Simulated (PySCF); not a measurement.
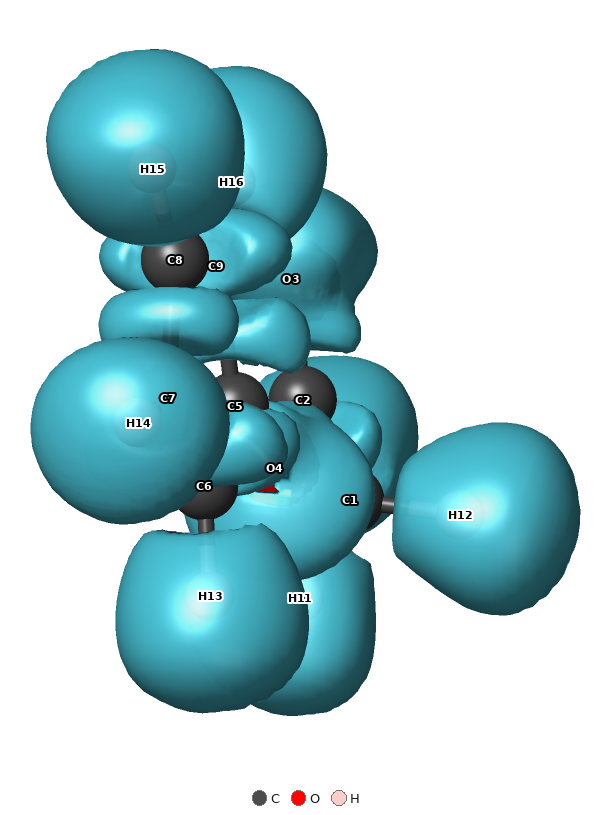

Figure 1: C₇H₇O₂ (doublet). Isosurface of the electron localisation function at 0.75 (cyan), seen at an oblique angle. Core shells and regions of very low density are left out.

Geometry: GFN2-xTB.

Computed with PySCF, UKS B3LYP, pcH-1 on C H O, non-relativistic, mean-field spin-orbit, GIAO.

```xyz
16

C     3.0914   -0.3025   -0.2553
C     1.7756   -0.0167    0.4122
O     1.6207    0.2598    1.5680
O     0.7720   -0.1308   -0.4970
C    -0.5327    0.0199   -0.2018
C    -1.5243   -0.0814   -1.2359
C    -2.7341    0.1044   -0.6482
C    -2.5222    0.3246    0.7726
C    -1.1819    0.2730    1.0341
H     3.8911    0.1861    0.2932
H     3.0740    0.0291   -1.2893
H     3.2627   -1.3780   -0.2391
H    -1.3037   -0.2674   -2.2681
H    -3.6943    0.0965   -1.1280
H    -3.3062    0.4968    1.4858
H    -0.6959    0.3955    1.9807
```

**What do the ELF domains correspond to?**

The ELF exceeds this value in six regions between bonded C–C atoms (shared pairs), seven regions around hydrogen nuclei and two regions on O in which the atom's valence shell and bonds are merged. Along the contacts the grid gives the following. C–O (1.20 Å): the ELF peaks at about 0.85 between the atoms (a multiple bond). C–C (1.36 Å): the ELF peaks at about 0.95 between the atoms (localised, covalent bonding).
